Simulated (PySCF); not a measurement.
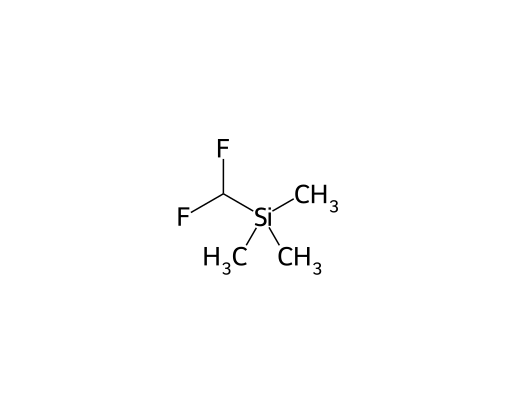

Simulated data, not a measurement (program: PySCF).

A structural formula.

Write the SMILES.

C[Si](C)(C)C(F)F

Give the formula, hydrogens included.

C4H10F2Si.
